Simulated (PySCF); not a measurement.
System: C4H6AlClO2.

```xyz
14

Cl    2.0782    2.1788   -0.7814
C     0.8973    1.1317   -0.0559
C     1.2581   -0.2236    0.0518
C     0.4963   -1.2106    0.9118
C     0.0016   -1.1592   -0.4755
O    -1.1293   -0.5666   -0.7562
Al   -1.9008    0.9136   -0.2250
O    -0.2230    1.5982    0.1665
H     2.2491   -0.4998   -0.2758
H    -0.1749   -0.7773    1.6431
H     1.0695   -2.0605    1.2506
H     0.3646   -1.8777   -1.2108
H    -2.3937    1.7549   -1.4150
H    -2.5936    0.7976    1.1497
```

Geometry: GFN2-xTB.

The calculation used wB97X-D/def2-SVPD, SCF density, gas phase in PySCF 2.14.0.

What will maps of the electron density and electron localisation function show?

Answer. C–O (1.23 Å): the density is about 3.1 e/Å³ at the midpoint; the ELF peaks at about 0.90 between the atoms, as expected for a polar covalent bond.
C–C (1.41 Å): the density is about 2 e/Å³ at the midpoint; the ELF peaks at about 0.95 between the atoms, as expected for localised, covalent bonding.
C–Cl (1.74 Å): ρ at the midpoint is about 1.5 e/Å³; the ELF peaks at about 0.90 between the atoms (a covalent bond).
C–H (1.08 Å): the density is about 2 e/Å³ at the midpoint; the ELF climbs to about 1 towards the hydrogen, as it does in any bond to H: an ordinary covalent bond to hydrogen.

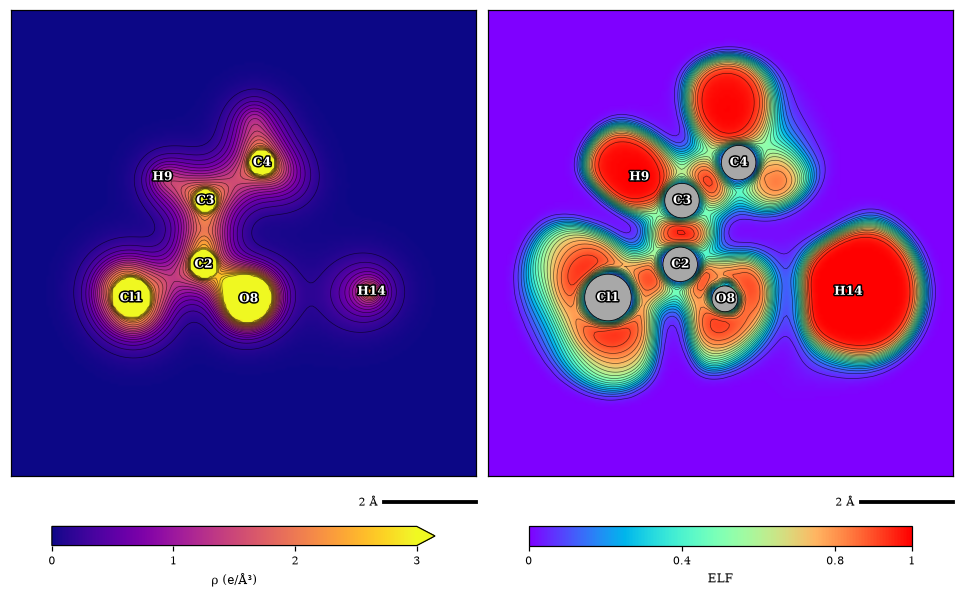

Computed electron density and electron localisation function on the plane of atoms Cl1, C2 and O8, in this order. Grey discs cover the atomic cores in the ELF map. 
